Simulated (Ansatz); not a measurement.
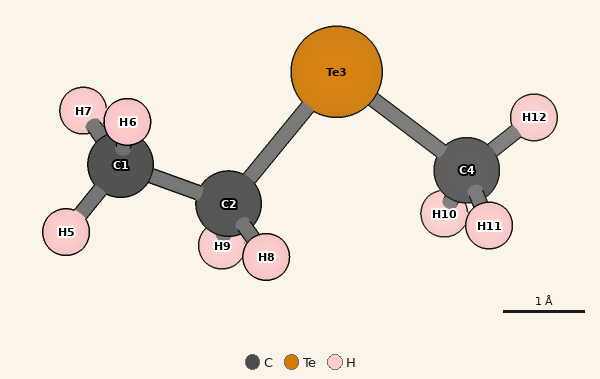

Figure 1. The structure as given in the input (ball-and-stick view, seen at a tilt; atoms are numbered from 1 in the order of the input). Bond lengths as drawn: C–C 1.51 Å, C–H 1.09 Å and C–Te 2.14 to 2.15 Å.

**Two runs on C$_{3}$H$_{8}$Te**

System: C$_{3}$H$_{8}$Te.
Method of run A: RKS SPW92/def2-TZVPP (Ansatz 0.2.0).

The geometry comes from this level: PBE0-D4/def2-TZVP. Text and figures count atoms from 1; the logs count them from 0 in places.

Input, run A:
```yaml
crystal:
  periodic: [false, false, false]
  atoms:
    - {symbol: C, position_ang: [-0.199224, 2.119424, 0.064608]}
    - {symbol: C, position_ang: [-0.389296, 0.632732, -0.154007]}
    - {symbol: Te, position_ang: [1.272008, -0.480773, 0.636790]}
    - {symbol: C, position_ang: [0.488260, -2.384569, 0.065563]}
    - {symbol: H, position_ang: [-1.047872, 2.678420, -0.339885]}
    - {symbol: H, position_ang: [-0.120160, 2.361408, 1.127130]}
    - {symbol: H, position_ang: [0.703654, 2.484962, -0.430303]}
    - {symbol: H, position_ang: [-1.285512, 0.266095, 0.347667]}
    - {symbol: H, position_ang: [-0.458353, 0.390223, -1.215012]}
    - {symbol: H, position_ang: [0.374502, -2.428294, -1.015884]}
    - {symbol: H, position_ang: [-0.465761, -2.555219, 0.560652]}
    - {symbol: H, position_ang: [1.204656, -3.139609, 0.386680]}
basis:
  gaussian: {orbitals: def2-TZVPP}
hamiltonian: {xc: lda}
output: {orbitals: {seedname: orbitals}}
```

Hardware: 4 CPU threads, shared host.

Output (run A):
```
Functional definition: SPW92
  exchange = slater_x
  correlation = pw_c
1398 factors; their error is unknown
mean field evaluation 1: about -10471.8116 eV, gradient 9.8e1 eV
mean field evaluation 2: about -10415.8408 eV, gradient 1.6e2 eV
mean field evaluation 4: about -10493.7926 eV, gradient 1.8e1 eV
mean field evaluation 8: about -10494.4428 eV, gradient 1.0e-1 eV
mean field evaluation 16: about -10494.2982 eV, gradient 1.0e-3 eV
mean field -10494.29820979 eV, -385.6583459190 hartree, gradient 2.6e-5 eV, S^2 0.000000; 0 other end points of the search recorded, 0 dependent functions left out
reference -10494.29825201 eV, -385.6583474705 hartree; 25, 25 occupied and 230, 230 virtual orbitals, 1398 factors
Total energy: -10494.29825201 eV, -385.6583474705 hartree
```

For run B the input was changed thus:
```diff
-hamiltonian: {xc: lda}
+correlation: {method: ccsd_t}
```

How does run B compare with run A?

The total energies belong to different methods, so their difference says nothing on which is more stable or more accurate. The HOMO goes from −4.72 to −7.84 eV. The LUMO goes from −1.42 to 2.55 eV.

Output (run B):
```
Functional definition: HF
  exchange = exact_x
  correlation = 0
1641 factors; integrals over basis functions are off by at most 1.1e-3 eV
mean field evaluation 1: about -10481.4753 eV, gradient 3.2e1 eV
mean field evaluation 2: about -10481.6715 eV, gradient 3.2e1 eV
mean field evaluation 4: about -10484.4514 eV, gradient 4.0e0 eV
mean field evaluation 8: about -10484.5030 eV, gradient 2.2e-1 eV
mean field evaluation 16: about -10481.4771 eV, gradient 3.2e1 eV
mean field -10484.50319362 eV, -385.2983857141 hartree, gradient 2.6e-6 eV, S^2 0.000000; 0 other end points of the search recorded, 0 dependent functions left out
7 core orbitals not correlated: weight in the atoms' cores, before any rotation towards them, 1.000 or more for the frozen orbitals, at most 0.000 for the correlated occupied ones
reference -10484.50319362 eV, -385.2983857141 hartree; 18, 18 occupied and 230, 230 virtual orbitals, 1641 factors
second order -27.41436809 eV of doubles, -0.00000000 eV of singles
cycle   1  -27.05387611 eV  change    3.6e-1 eV  update   1.0e-1
cycle   2  -27.71793687 eV  change   -6.6e-1 eV  update   2.9e-2
cycle   3  -27.80778803 eV  change   -9.0e-2 eV  update   1.2e-2
cycle   4  -27.79597226 eV  change    1.2e-2 eV  update   2.8e-3
cycle   5  -27.79762030 eV  change   -1.6e-3 eV  update   1.3e-3
cycle   6  -27.79809406 eV  change   -4.7e-4 eV  update   3.9e-4
cycle   7  -27.79782449 eV  change    2.7e-4 eV  update   1.5e-4
cycle   8  -27.79782122 eV  change    3.3e-6 eV  update   5.0e-5
cycle   9  -27.79785123 eV  change   -3.0e-5 eV  update   1.2e-5
perturbative correction -0.92505062 eV, -0.0339949831 hartree
Total energy: -10513.22609547 eV, -386.3539328880 hartree
```

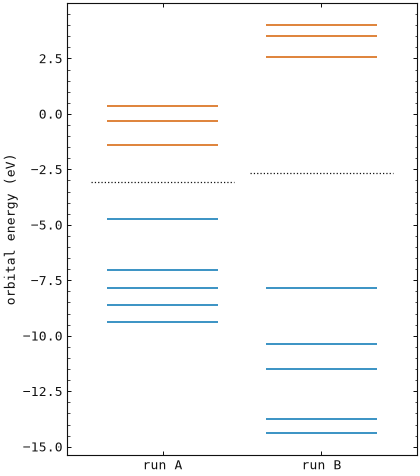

Figure 2. The five highest filled and three lowest empty orbital energies of the two runs; the dotted lines part filled from empty levels. The HOMO–LUMO gap is 3.30 eV in run A and 10.39 eV in run B.

The two runs side by side:

| quantity | run A | run B |
| --- | --- | --- |
| outcome | converged | converged |
| total energy (hartree) | −385.658347 | −386.353933 |
| HOMO (eV) | −4.72 | −7.84 |
| LUMO (eV) | −1.42 | 2.55 |
| basis functions | 255 | 255 |
| wall time (shared host) | 2.2 s | 3.5 min |
